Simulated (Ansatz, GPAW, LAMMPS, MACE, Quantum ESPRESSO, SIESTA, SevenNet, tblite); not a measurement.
**Glassy 75SrO-25TiO2 (mol %) (63 atoms): other programs against plane waves**

One geometry of glassy 75SrO-25TiO2 (mol %) (63 atoms) is solved by several programs and methods. How far do their forces lie from a plane-wave PBE run?

Results are calculated, not measured.

### 1. The structure

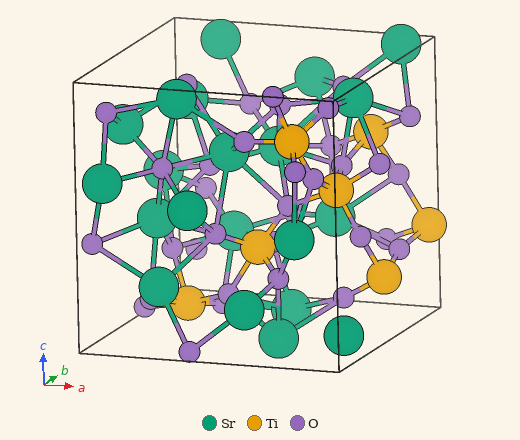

The cell (strontium teal, titanium orange, oxygen purple). Bonds to atoms that aren't drawn are left out.

The cell holds 63 atoms (21 Sr, 7 Ti and 35 O), with edges of 10.00, 10.00 and 10.00 Å. Recipe: 63 atoms (21 Sr, 7 Ti, 35 O) placed at random at 4.92 g/cm³, melted at 4000 K for 10 ps at fixed volume with the Morse and Coulomb pair potential with partial charges (Pedone, Malavasi, Menziani, Cormack and Segre, J. Phys. Chem. B 110, 11780 (2006)). Quenched from 4000 K to 300 K at 25 K/ps and fixed volume, held 10 ps at zero pressure. The density is 4.55 g/cm³.

### 2. The reference input

Quantum ESPRESSO 7.5: Kohn-Sham DFT, PBE, SSSP efficiency 1.3.0 pseudopotentials, plane waves. Its input, pw.in:

```
&control
  calculation = 'scf'
  pseudo_dir = './pseudo'
  outdir = './tmp'
  disk_io = 'none'
  tprnfor = .true.
  tstress = .true.
/
&system
  ibrav = 0
  nat = 63
  ntyp = 3
  ecutwfc = 60
  ecutrho = 480
  nosym = .true.
  occupations = 'smearing'
  smearing = 'fd'
  degauss = 0.003675
/
&electrons
  conv_thr = 3.2e-07
  electron_maxstep = 100
  mixing_beta = 0.4
  mixing_mode = 'plain'
  diagonalization = 'david'
/
ATOMIC_SPECIES
Sr 87.620 Sr.upf
Ti 47.867 Ti.upf
O 15.999 O.upf
CELL_PARAMETERS angstrom
9.99563 0.00000 0.00000
0.00000 9.99563 0.00000
0.00000 0.00000 9.99563
ATOMIC_POSITIONS crystal
Sr 0.54216 0.98106 0.82372
Sr 0.31353 0.73900 0.29700
Sr 0.22133 0.88627 0.96345
Sr 0.09509 0.02145 0.62835
[... 57 atom lines left out ...]
O 0.15950 0.30393 0.13928
O 0.26411 0.43848 0.90588
K_POINTS gamma
```

```console
$ OMP_NUM_THREADS=1 mpirun -np 4 pw.x -in pw.in > output.txt
```

It took 3.6 min on 4 MPI ranks of Arm Neoverse V1, shared host; peak memory 3.1 GiB; 14 min of CPU time.

It converged with an r.m.s. force component of 0.65 eV/Å and a pressure of -0.64 GPa.

Its highest filled and lowest empty levels lie 2.44 eV apart on its k-points.

### 3. What was run beside it

- GPAW 26.7.0: PAW with atomic orbitals (LCAO), plane waves or a real-space grid of spacing h.
- MACE: machine-learned potential, published weights.
- Quantum ESPRESSO 7.5: plane waves; labels (QE) give functional, pseudopotential set and cutoffs of waves/density.
- SIESTA 5.4.2: numerical atomic orbitals, whose automatically made sets are far from complete, with PseudoDojo norm-conserving potentials that we converted to its format (checked against plane waves on the same files for H, C, O, Si, Ge and Ca alone); labels give functional, basis size, energy shift and mesh cutoff.
- SevenNet: machine-learned potential, published weights.
- tblite 0.8.0: extended tight binding, driven from Python.

All use the same cell and atoms, and the electronic-structure runs the same k-mesh.

### 4. Side by side

Differences are against the reference: forces as r.m.s. over components, share as that over the reference's r.m.s. force, slope as the fitted ratio of a run's forces to the reference's.

| run | Δ force, r.m.s. (meV/Å) | share (%) | slope | Δ pressure (GPa) | Δ gap (eV) | cores | CPU time | memory (GiB) |
| --- | --- | --- | --- | --- | --- | --- | --- | --- |
| reference | - | - | - | - | - | 4 | 14 min | 3.1 |
| GPAW PBE, grid h 0.2 Å | 56.3 | 8.69 | 1.029 | - | 0.0138 | 2 | 8.2 min | 1.8 |
| MACE MP-0b3 medium potential | 78.8 | 12.2 | 0.975 | 1.33 | - | 1 | 8.7 s | 0.86 |
| MACE MPA-0 medium potential | 69.8 | 10.8 | 1.010 | 0.931 | - | 1 | 8.6 s | 0.85 |
| QE PBE+D3(BJ), sssp-1.3.0-efficiency, 60/480 Ry | 5.59 | 0.864 | 0.999 | -2.33 | 0 | 4 | 14 min | 3.1 |
| SIESTA PBE, DZP, shift 0.005 Ry, mesh 500 Ry | 280 | 43.2 | 1.236 | 3.79 | -0.519 | 2 | 8.1 min | 2.3 |
| SIESTA PBE, DZP, shift 0.01 Ry, mesh 150 Ry (coarse) | 291 | 45.0 | 1.241 | 3.58 | -0.600 | 1 | 68 s | 0.48 |
| SIESTA PBE, DZP, shift 0.01 Ry, mesh 500 Ry | 291 | 45.0 | 1.242 | 3.59 | -0.600 | 2 | 5.6 min | 1.9 |
| SIESTA PBE, SZ, shift 0.01 Ry, mesh 500 Ry (coarse) | 570 | 88.0 | 1.108 | 1.80 | - | 1 | 2.7 min | 0.85 |
| SIESTA PBE, SZ, shift 0.02 Ry, mesh 500 Ry (coarse) | 676 | 104 | 0.918 | -4.68 | - | 1 | 2.5 min | 0.75 |
| SevenNet l3i5 potential | 69.1 | 10.7 | 1.017 | 0.559 | - | 1 | 11 s | 1.1 |
| tblite GFN1-xTB | 1383 | 214 | 1.885 | -42.5 | - | 1 | 8.4 s | 0.11 |

Rows marked coarse were listed beforehand as settings not expected to be converged; some can still land near the reference.

Times of the machine-learned potentials are mostly Python's start and the loading of weights.

Runs without a result: GPAW PBE, LCAO dzp, h 0.18 Å (cut off at its time limit); GPAW PBE, LCAO sz(dzp), h 0.18 Å (cut off at its time limit); GPAW revPBE, LCAO dzp, h 0.18 Å (cut off at its time limit); GPAW PBE, LCAO dzp, h 0.16 Å (cut off at its time limit).

CPU time is summed over cores on shared hosts, so it is rough.

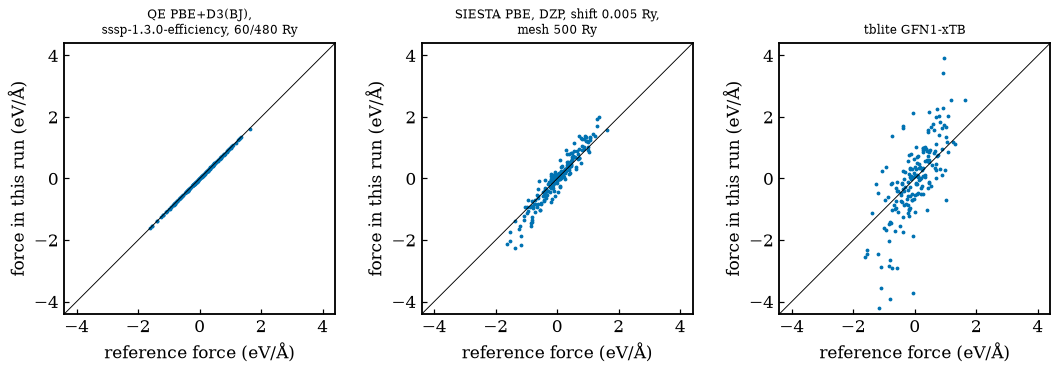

Force components against those of the reference; the line marks equality. Points beyond the frame are left out.

### 5. What came out

Forces lie from 0.86 % (QE PBE+D3(BJ), sssp-1.3.0-efficiency, 60/480 Ry) to 214 % (tblite GFN1-xTB) of the reference's r.m.s. force of 0.65 eV/Å away from it. Other PBE runs on plane waves or a grid: GPAW PBE, grid h 0.2 Å 8.7 % of the r.m.s. force; potentials, cutoffs or grids differ between them, and this table alone doesn't tell which side is nearer the exact PBE result. The PBE runs in local orbitals, coarse settings apart, differ by 43 % (SIESTA PBE, DZP, shift 0.005 Ry, mesh 500 Ry) to 45 % (SIESTA PBE, DZP, shift 0.01 Ry, mesh 500 Ry); basis, grid and potentials can all enter, and differences of this size make the forces unusable. Tight binding differs by 214 % (tblite GFN1-xTB); it is another model, with fitted parameters of its own, and the xTB methods hold dispersion.

Machine-learned potentials differ by 11 % (SevenNet l3i5 potential) to 12 % (MACE MP-0b3 medium potential); they were trained on other programs' data. In the reference's own program, potentials and cutoffs, a change of model alone moves forces by 0.86 % (QE PBE+D3(BJ), sssp-1.3.0-efficiency, 60/480 Ry). Runs with settings chosen to be coarse differ by 45 % (SIESTA PBE, DZP, shift 0.01 Ry, mesh 150 Ry) to 104 % (SIESTA PBE, SZ, shift 0.02 Ry, mesh 500 Ry), their programs' other errors included. From SIESTA PBE, DZP, shift 0.01 Ry, mesh 150 Ry to the finer SIESTA PBE, DZP, shift 0.01 Ry, mesh 500 Ry the share goes from 45.0 to 45.0 %, so the grid isn't what parts these runs from the reference. Pressures at PBE, coarse settings apart, lie +3.59 to +3.79 GPa from the reference's. Gaps at PBE, coarse settings apart, lie -0.60 to +0.01 eV from the reference's. A pressure off by over 25 GPa (tblite GFN1-xTB) is no usable stress for this cell.

**Limits.** Periodic xTB results under one method name differ between programs and library versions. The reference's pressure holds the uncorrected Pulay stress of its 60 Ry basis, so small pressure differences may be the reference's own error. Machine-learned potentials mimic data converged in k, so the reference's own k-point error enters their differences. The quench rate of 25 K/ps is many orders above laboratory rates, so the cell is likely richer in defects and strain than a real sample. The network of bonds at the start is that of the classical potential that made the cell, and needn't be the one that DFT or experiment would give. The reference's stress is far from hydrostatic: its diagonal is -2.0, 1.3, -1.2 GPa, compression counted positive. The electronic-structure runs sample only Γ, in a cell whose shortest periodic width is 10 Å. The reference has no spin polarisation, so local moments can't form. Where levels are smeared, the DFT runs use Fermi–Dirac occupations at 580 K (0.05 eV), and energies are free energies. The reference's cutoffs and mesh weren't converged further here.

[Logs are printed without paths, hosts, clocks, repeated set-up lines and the standing remarks that a program may print on its own settings, such as how far it seeks lower states.]

[Hosts, paths, dates, database ids (printed as entryN), source tags and the programs' standing remarks are cut or masked in the printed files.]

[Cells were taken only where this reference lay near another plane-wave run.]
